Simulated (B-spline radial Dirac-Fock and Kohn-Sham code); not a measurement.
# Pt³⁵⁺: core levels and X-ray properties

Aim: for the Pt³⁵⁺ ion, compute its X-ray form factor and Compton profile and the binding energy of each subshell.

The numbers are computed with B-spline radial Dirac-Fock and Kohn-Sham code (version 2): a free atom or ion on a radial basis; each step names its model.

### Step 1. The atom as given

Pt³⁵⁺, configuration [Kr] 4d7.

* nuclear charge: 78
* electrons: 43
* mass number: 195
* nuclear rms radius: 5.427 fm

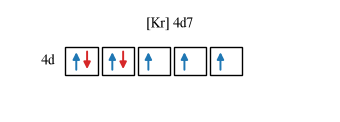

The shells outside the core; arrows follow Hund's rule for the drawing alone (heavy ions are jj-coupled), while the calculation averages over the configuration.

### Step 2. Form factor and Compton profile

Model: Dirac-Fock average of configuration, finite nucleus; form factor of the spherical density, Waller-Hartree incoherent function, impulse-approximation Compton profiles.

The run's settings:

```ini
task = scatter
Z = 78
charge = 35
configuration = 1s2 2s2 2p6 3s2 3p6 3d10 4s2 4p6 4d7
mass_number = 195
rms_radius = 5.427  # fm
s = [0.0, 0.09, 0.11, 0.13, 0.16, 0.2, 0.25, 0.3, 0.37, 0.45, 0.56, 0.68, 0.84, 1.03, 1.26, 1.54, 1.89, 2.32, 2.85, 3.49, 4.28, 5.25, 6.44]  # 1/A
pz = [0, 0.1, 0.15, 0.21, 0.31, 0.45, 0.65, 0.95, 1.4, 2.0, 2.9, 4.2, 6.2, 9.0, 13.0, 19.0, 28.0, 40.0, 58.0, 85.0, 120.0]  # a.u.
photon_energy = [5000, 8047.8, 10000, 20000, 30000, 50000, 200000, 1000000]  # eV
```

Results of the run (chosen fields of its result record, rounded):

```text
{
  "status": "converged",
  "form_factor [e]": [43.0, 42.797, 42.698, 42.579, 42.365, 42.014, 41.476, 40.834, 39.778, 38.378, 36.198, 33.616, 30.096, 26.17, 22.185, 18.621, 15.666, 13.099, 10.406, 7.7776, 5.8257, 4.7154, 3.8893],
  "incoherent": [3.1475e-11, 0.17112, 0.25483, 0.35461, 0.53359, 0.82466, 1.2669, 1.7877, 2.6287, 3.7148, 5.3477, 7.2063, 9.6552, 12.383, 15.372, 18.579, 21.928, 25.109, 28.065, 30.821, 33.419, 35.761, 37.779],
  "compton_total [1/a.u.]": [2.1662, 2.1659, 2.1655, 2.1649, 2.1633, 2.16, 2.1532, 2.1383, 2.1052, 2.0408, 1.9016, 1.6305, 1.185, 0.77047, 0.48281, 0.25088, 0.10537, 0.04139, 0.014467, 0.0045804, 0.0014497],
  "shells": ["1s1/2", "2s1/2", "2p1/2", "2p3/2", "3s1/2", "3p1/2", "3p3/2", "3d3/2", "3d5/2", "4s1/2", "4p1/2", "4p3/2", "4d3/2", "4d5/2"],
  "occupation": [2.0, 2.0, 2.0, 4.0, 2.0, 2.0, 4.0, 4.0, 6.0, 2.0, 2.0, 4.0, 2.8, 4.2],
  "mean_momentum [a.u.]": [83.532, 29.824, 39.206, 34.111, 15.192, 18.096, 16.61, 19.894, 19.383, 8.8211, 9.8982, 9.3602, 10.556, 10.373],
  "r2 [bohr^2]": 3.4097,
  "r_inverse [1/bohr]": 541.91,
  "r1 [bohr]": 9.7204,
  "coherent [b]": [1122.8, 985.17, 888.96, 506.67, 323.99, 162.12, 16.541, 0.79836],
  "incoherent_cross_section [b]": [1.029, 2.3296, 3.2476, 7.5011, 10.473, 13.7, 15.397, 8.934],
  "radial_jk": {
    "4d": {"j0": [1.0, 0.98897, 0.98357, 0.97711, 0.96551, 0.94658, 0.91764, 0.88333, 0.82738, 0.75431, 0.64317, 0.51634, 0.35394, 0.19239, 0.061312, -0.006335, -0.0014659, 0.039999, 0.059991, 0.040359, 0.0094622, -0.0061957, -0.0069393], "j2": [0.0, 0.0044018, 0.006553, 0.0091148, 0.013704, 0.021149, 0.032412, 0.045584, 0.066602, 0.09313, 0.13115, 0.17032, 0.21134, 0.23508, 0.22497, 0.17123, 0.08657, 0.015652, -0.004853, 0.013174, 0.02998, 0.02722, 0.014953], "j4": [0.0, 6.8287e-06, 1.5194e-05, 2.9537e-05, 6.7349e-05, 0.00016272, 0.00039083, 0.00079445, 0.001777, 0.003709, 0.0082163, 0.016076, 0.031579, 0.055937, 0.088055, 0.11833, 0.12751, 0.098807, 0.045049, 0.005191, -0.0014932, 0.0097154, 0.016427], "r2": 0.18563, "r4": 0.050596, "r6": 0.018313}
  }
}
```

The scattering functions against s = sin θ / λ:

| s (1/Å) | f (e) | f / N | S(s) |
| --- | --- | --- | --- |
| 0 | 43.00 | 1.000 | 0 |
| 0.110 | 42.70 | 0.993 | 0.2548 |
| 0.160 | 42.36 | 0.985 | 0.5336 |
| 0.250 | 41.48 | 0.965 | 1.267 |
| 0.370 | 39.78 | 0.925 | 2.629 |
| 0.560 | 36.20 | 0.842 | 5.348 |
| 0.840 | 30.10 | 0.700 | 9.655 |
| 1.26 | 22.19 | 0.516 | 15.37 |
| 1.89 | 15.67 | 0.364 | 21.93 |
| 2.85 | 10.41 | 0.242 | 28.06 |
| 4.28 | 5.826 | 0.135 | 33.42 |
| 6.44 | 3.889 | 0.090 | 37.78 |

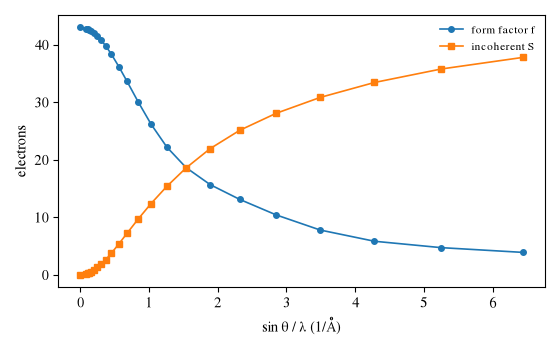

Form factor and incoherent scattering function.

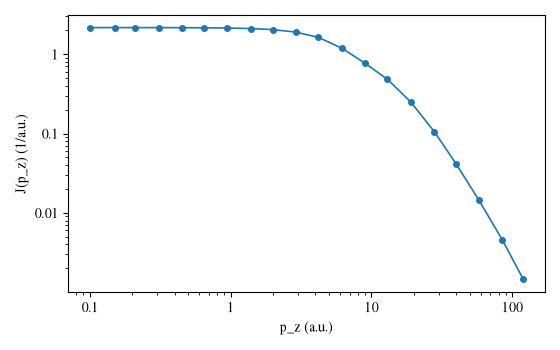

Compton profile, summed over all shells.

### Step 3. Core and valence levels

Model: Dirac-Fock average of configuration, Delta-SCF, finite nucleus, first-order Breit with its frequency dependence, self-energy and vacuum polarisation.

The run's settings:

```ini
task = binding
```

Results of the run (chosen fields of its result record, rounded):

```text
{
  "status": "converged",
  "shells": ["K", "L1", "L2", "L3", "M1", "M2", "M3", "M4", "M5", "N1", "N2", "N3", "N4,5"],
  "total_energy_parts [Ha]": [-17750.296, 22.9420809, -2.41715597, -0.439902625, 17.2012684, -3.28342036],
  "koopmans [eV]": [80336.6, 15440.1, 14828.6, 13097.5, 4771.37, 4500.61, 4108.48, 3666.54, 3582.98, 2020.33, 1898.82, 1783.39, 1578.97],
  "dirac_coulomb [eV]": [80270.9, 15411.0, 14794.7, 13067.3, 4762.75, 4491.08, 4100.15, "-", 3572.84, 2018.89, 1897.29, 1782.08, 1577.58],
  "gaunt [eV]": [-302.403, -34.5333, -58.535, -39.9212, -6.81055, -11.5189, -7.66064, "-", -3.59492, -1.99909, -3.2771, -2.16477, -1.07652],
  "retardation [eV]": [22.8303, 3.02408, 6.26904, 6.27108, 0.612885, 1.22095, 1.23462, "-", 0.493323, 0.219668, 0.390162, 0.39354, 0.184698],
  "breit_frequency [eV]": [5.37007, -0.446394, -0.065575, 2.35441, -0.121999, -0.140976, 0.486597, "-", 0.00129547, -0.037336, -0.0493243, 0.143099, -0.0085454],
  "self_energy [eV]": [-180.01, -26.5971, -0.565833, -2.07927, -6.23426, -0.254348, -0.525585, "-", 0.23065, -1.84318, -0.0683488, -0.151426, 0.0898789],
  "vacuum_polarisation [eV]": [36.2414, 5.04668, 0.282174, -0.177527, 1.15482, 0.0682065, -0.0523092, "-", -0.0547046, 0.342338, 0.0206243, -0.0160285, -0.0162841],
  "binding [eV]": [79852.9, 15357.5, 14742.1, 13033.7, 4751.35, 4480.46, 4093.64, "-", 3569.92, 2015.57, 1894.31, 1780.28, 1576.75],
  "mean_radius [bohr]": [0.0171506, 0.0716633, 0.0591469, 0.0675323, 0.184932, 0.175355, 0.190065, 0.165938, 0.170438, 0.385541, 0.383743, 0.406918, 0.405742]
}
```

total_energy_parts: Dirac-Coulomb, Gaunt, retardation, frequency dependence, self-energy, vacuum polarisation. Blank entries are hole states that did not converge, or in which two open shells of one symmetry are about equally filled, where the average of configuration falls too low.

The binding energies by parts, in eV; the parts add up.

| level | -ε | relaxation | Breit | QED | binding |
| --- | --- | --- | --- | --- | --- |
| K | 80336.6 | -65.70 | -274.20 | -143.77 | 79852.9 |
| L1 | 15440.1 | -29.12 | -31.96 | -21.55 | 15357.5 |
| L2 | 14828.6 | -33.85 | -52.33 | -0.28 | 14742.1 |
| L3 | 13097.5 | -30.27 | -31.30 | -2.26 | 13033.7 |
| M1 | 4771.4 | -8.62 | -6.32 | -5.08 | 4751.4 |
| M2 | 4500.6 | -9.53 | -10.44 | -0.19 | 4480.5 |
| M3 | 4108.5 | -8.33 | -5.94 | -0.58 | 4093.6 |
| M5 | 3583.0 | -10.14 | -3.10 | 0.18 | 3569.9 |
| N1 | 2020.3 | -1.44 | -1.82 | -1.50 | 2015.6 |
| N2 | 1898.8 | -1.53 | -2.94 | -0.05 | 1894.3 |
| N3 | 1783.4 | -1.31 | -1.63 | -0.17 | 1780.3 |
| N4,5 | 1579.0 | -1.39 | -0.90 | 0.07 | 1576.8 |

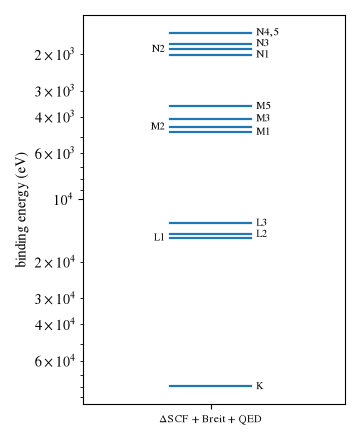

The levels on a logarithmic scale.

X-ray lines as differences of these levels:

| line | energy (eV) |
| --- | --- |
| Kβ2' (K-N3) | 78072.6 |
| Kβ2'' (K-N2) | 77958.6 |
| Kβ1 (K-M3) | 75759.3 |
| Kβ3 (K-M2) | 75372.4 |
| Kα1 (K-L3) | 66819.2 |
| Kα2 (K-L2) | 65110.8 |
| Lγ3 (L1-N3) | 13577.2 |
| Lγ2 (L1-N2) | 13463.2 |
| Lγ5 (L2-N1) | 12726.6 |
| Lβ3 (L1-M3) | 11263.9 |
| Lβ6 (L3-N1) | 11018.1 |
| Lβ4 (L1-M2) | 10877.1 |
| Lη (L2-M1) | 9990.8 |
| Lα1 (L3-M5) | 9463.8 |

### Step 4. Results

| quantity | value |
| --- | --- |
| rms radius of the electron cloud | 0.282 bohr |
| form factor halves at | 1.3 1/Å |
| Compton profile at zero | 2.166 1/a.u. |
| deepest level listed, K (1s) | 79852.9 eV |
| least bound, N4,5 (4d) | 1576.8 eV |
| Kα1 | 66819.2 eV |
| ionisation energy, NIST (theoretical) | 1567.00 eV |

In words: f falls from 43 to half of that at s = 1.3 1/Å. Incoherent scattering outweighs coherent from 1000 keV on, among the energies asked. The K (1s) level lies 65.7 eV under Koopmans' value by relaxation alone; Breit gives -274.20 and QED -143.77 eV. NIST's ionisation energy differs by -9.75 eV from the least binding energy; the calculation averages open shells over their j components and terms. The Hartree-Fock and Dirac-Fock values hold no electron correlation.
